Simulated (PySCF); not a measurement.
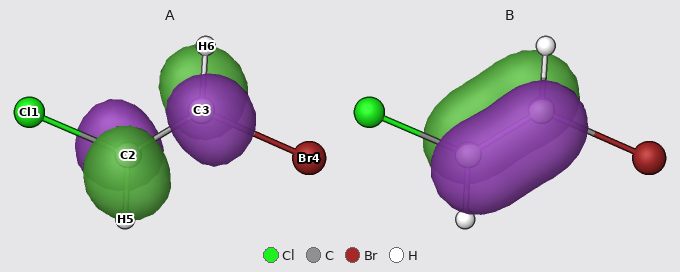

Figure 1: C2H2BrCl, SMILES `Cl/C=C/Br`. Natural orbitals of the π active space, CASSCF(2,2), singlet state, in random order.

Level of theory: def2-SVPD basis (PySCF), at a geometry from GFN2-xTB. No frequency check shows the geometry to be a minimum. GFN2-xTB bond lengths at metals and heavier atoms can be off by up to 0.1 Å and shapes distorted, which carries into these values.

Input

```python
import numpy as np
from pyscf import gto, scf, dft, mcscf, mrpt
from pyscf.mcscf import avas

def solve(mol, dm0=None, hcore=None):
    mf = scf.ROHF(mol) if mol.spin else scf.RHF(mol)
    mf = mf.density_fit(auxbasis='def2-universal-jkfit')
    mf.conv_tol, mf.max_cycle = 1e-8, 80
    if hcore is not None:
        mf.get_hcore = lambda *args: hcore
    mf.kernel(dm0)
    if not mf.converged:
        mf = mf.newton().run(mf.mo_coeff, mf.mo_occ, max_cycle=30)
    assert mf.converged, 'SCF not converged'
    return mf

mol = gto.M(atom='''
Cl     2.80221    -0.03301     0.00000
C      1.14888     0.41730     0.00000
C      0.18199    -0.48480     0.00000
Br    -1.62665     0.02957     0.00000
H      0.96964     1.48164     0.00000
H      0.34023    -1.55041     0.00000
''', basis='def2-svpd', charge=0, spin=0, verbose=4)
mf = solve(mol)
ncas, nel, orbs = avas.avas(mf, ['C 2pz'], threshold=0.5, openshell_option=3)
print('active space', nel, ncas)
assert 2 <= ncas <= 10, 'active space too large or empty'
mc = mcscf.CASSCF(mf, ncas, nel)
mc.natorb, mc.max_cycle_macro = True, 60
mc.fix_spin_(ss=mol.spin / 2 * (mol.spin / 2 + 1))
mc.kernel(orbs)
occ = mc.mo_occ[mc.ncore:mc.ncore + ncas]
print('natural occupations', occ.round(4))
e2 = mrpt.NEVPT(mc).kernel()
out = dict(c=mc.mo_coeff[:, mc.ncore:mc.ncore + ncas], occ=occ, e=mc.e_tot, e2=e2, ehf=mf.e_tot, ok=mc.converged, nel=nel, w0=abs(mc.ci).max() ** 2, dm=mc.make_rdm1())
# the other spin state at the same geometry
other = mol.copy().set(spin=2).build()
mo = scf.ROHF(other).density_fit(auxbasis='def2-universal-jkfit').run()
na = (nel + other.spin) // 2
m2 = mcscf.CASSCF(mo, ncas, (na, nel - na))
m2.natorb = True
m2.fix_spin_(ss=other.spin / 2 * (other.spin / 2 + 1))
m2.kernel(mc.mo_coeff)
e2o = mrpt.NEVPT(m2).kernel()
print('other state above this one / eV: CASSCF', (m2.e_tot - mc.e_tot) * 27.211386, 'NEVPT2', (m2.e_tot + e2o - mc.e_tot - e2) * 27.211386)
np.savez('result.npz', eo=m2.e_tot, e2o=e2o, oko=m2.converged, occo=m2.mo_occ[mc.ncore:mc.ncore + ncas], co=m2.mo_coeff[:, mc.ncore:mc.ncore + ncas], **out)
```

Command:

```sh
OMP_NUM_THREADS=1 python input.py
```

The run took 81 s on 1 thread of Arm Neoverse V2, on a shared host, peak memory 0.39 GiB.

> Which orbitals are strongly, which singly and which weakly occupied?

Strongly: B (1.91). Weakly: A (0.09). Broadly, orbitals with more nodes between bonded atoms hold fewer electrons.

> How multiconfigurational is the state?

The leading determinant weighs 0.96; the effective number of unpaired electrons, Σ n²(2−n)², is 0.05; the most occupied of the weakly occupied orbitals holds 0.09 e, as in an ordinary closed-shell π system. The active space lowers the energy by 0.77 eV against Hartree–Fock.

> Where does the lowest triplet lie relative to the singlet, at this geometry and within this active space?

4.33 eV above it by strongly contracted NEVPT2 (+4.24 eV by CASSCF); a small basis tends to put such gaps a few tenths of an eV too high. This is a vertical energy for π states alone; a state that uses lone pairs or σ orbitals may lie lower.
